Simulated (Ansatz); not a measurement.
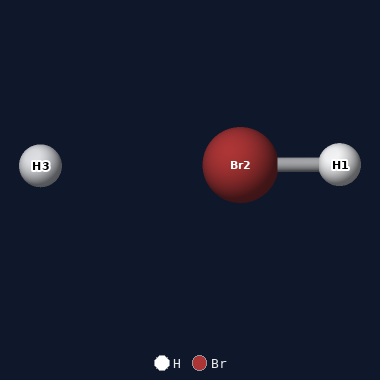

The system is H + BrH, spin multiplicity 2; the picture shows the reference structure. First axis: distance H1–Br2. Second axis: distance Br2–H3. Nothing is relaxed (the angle H1–Br2–H3 is fixed at 180 degrees). The grid has 17 × 17 points; 153 points were computed and 136 follow by symmetry. Points are written as (first, second). Energies: kJ/mol, counted from the lowest grid point. In part of the range the unrestricted reference is strongly spin-contaminated. These are results of UKS PBE0-D4/def2-TZVPD in Ansatz, not measurements.

Its coordinates:

```xyz
3

H    -1.3900    0.0000    0.0000
Br    0.0000    0.0000    0.0000
H     2.8080    0.0000    0.0000
```

Range: distance H1–Br2 from 1.208 to 2.808 Å; distance Br2–H3 from 1.208 to 2.808 Å.

**What will the energy surface look like?**

The lowest grid point is at (1.390 Å, 2.808 Å). It lies in a valley that leaves the map towards separated partners. The highest grid point, (1.208 Å, 1.208 Å), lies 424 kJ/mol above the lowest. On the interpolated surface the lowest path from the side where the first distance is long, about (2.81 Å, 1.43 Å), to the side where the second distance is long, about (1.43 Å, 2.81 Å), has its top at about (1.62 Å, 1.62 Å), about 36 kJ/mol above the start and 36 kJ/mol above the end.

```csv
"distance Br2–H3 ↓, distance H1–Br2 →",1.252,1.390,1.561,1.754,1.965,2.191,2.429,2.679
2.808,48,0,18,80,163,243,296,324
2.553,51,3,19,81,160,233,279,305
2.309,59,9,23,80,152,212,248,267
2.076,72,19,27,76,132,172,193,203
1.858,93,33,31,62,94,112,119,121
1.655,124,54,34,40,47,49,47,46
1.472,176,91,49,32,21,12,6,2
1.315,262,162,102,68,46,31,22,17
1.208,371,261,190,146,118,101,90,85
```

The table holds every second grid line.

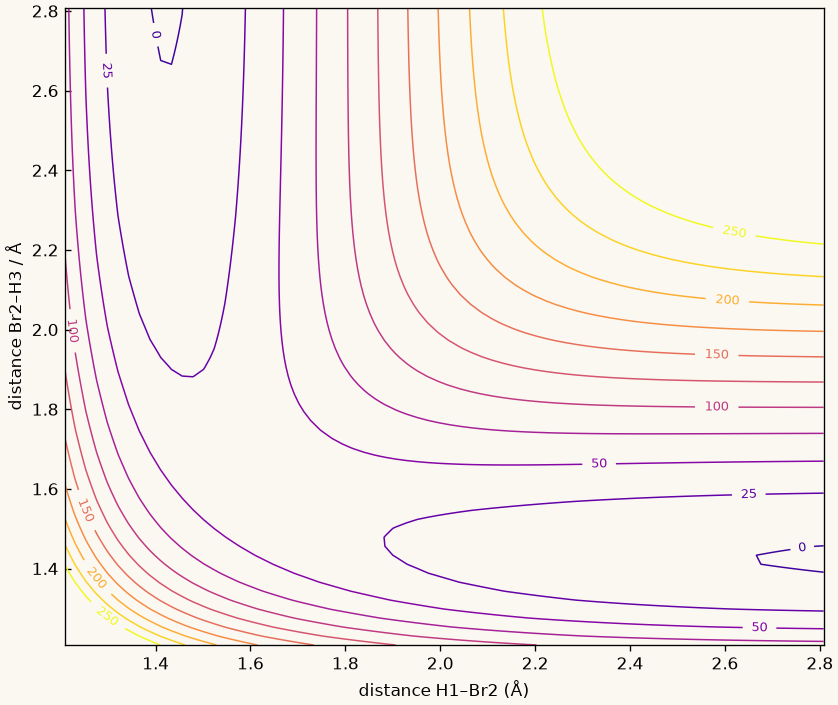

Drawn: contour lines labelled in kJ/mol (none above 250). Between grid points the surface is interpolated.

Time for the 153 points that were run: 6.5 min on 1 thread of Arm Neoverse V2, with other jobs on the host.
